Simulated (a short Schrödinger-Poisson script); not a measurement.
Stack: gated Al0.4Ga0.6N/GaN polarisation-induced gas, at 300 K.

```tsv
layer	material	thickness (nm)	Na (cm⁻³)
1	Al0.4Ga0.6N	10	-
2	GaN	6000	2e15
```

Constants are typed, rounded textbook-type inputs, not results; the design itself was drawn at random and stands for no fabricated device. Al0.4Ga0.6N: permittivity 9.26, conduction-band edge (eV) 0.58, gap (eV) 4.258, electron mass (mₑ) 0.248, Nv at 300 K (cm⁻³) 4.6e19. GaN: permittivity 9.5, conduction-band edge (eV) 0, gap (eV) 3.43, Nv at 300 K (cm⁻³) 4.6e19.

Channel valleys (confinement mass, in-plane density-of-states mass, number): Γ 0.2, 0.2, 1. At the gate the conduction-band edge of layer 1 lies 1.36 eV − eVg above the Fermi level of the channel; the field vanishes at the back. Sheet of polarisation charge: +2e13 e/cm² at 10 nm from the gate. The barrier under the gate holds no holes. Gaps are held at their typed values at every temperature. Mesh 0.08 nm at interfaces.

Solved with a short Schrödinger-Poisson script written for these runs: 1D Poisson equation in equilibrium, electrons quantum, Hartree (BenDaniel-Duke, 40 states a valley, the channel's in-plane mass for all, wave functions free to enter the barrier), parabolic valleys, classical holes, full ionisation, no traps, pinning or gate leakage.

Only gate voltages with over 1e8 electrons/cm² are shown.

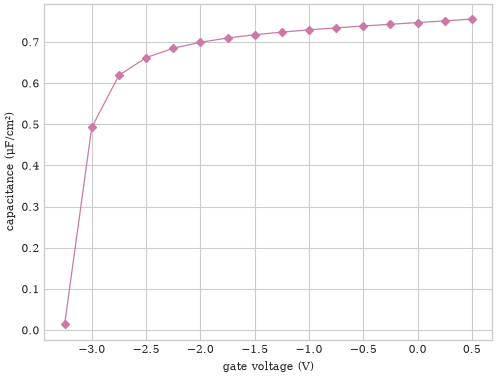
Figure: Quasi-static capacitance against gate voltage

```csv
Vg (V),electrons (cm⁻²),in the channel layer,C (μF/cm²),Γ E0 (meV),Γ E1 (meV)
0.5,1.58e13,1.46e13,0.756,-164.1,-4.5
0.25,1.47e13,1.37e13,0.751,-152.4,-0.5
0,1.35e13,1.27e13,0.747,-140.7,3.5
-0.25,1.23e13,1.17e13,0.743,-128.8,7.6
-0.5,1.12e13,1.06e13,0.739,-116.8,11.7
-0.75,1.00e13,9.59e12,0.734,-104.8,15.9
-1,8.87e12,8.54e12,0.730,-92.5,20.2
-1.25,7.74e12,7.49e12,0.724,-80.1,24.6
-1.5,6.61e12,6.43e12,0.718,-67.4,29.2
-1.75,5.50e12,5.38e12,0.710,-54.3,34.0
-2,4.40e12,4.32e12,0.699,-40.5,39.3
-2.25,3.32e12,3.27e12,0.685,-25.6,45.3
-2.5,2.27e12,2.24e12,0.662,-8.4,52.8
-2.75,1.26e12,1.26e12,0.619,13.9,64.1
-3,3.75e11,3.73e11,0.493,52.7,89.7
-3.25,1.19e9,1.19e9,0.0139,206.1,234.5
```

Subbands count from the Fermi level.
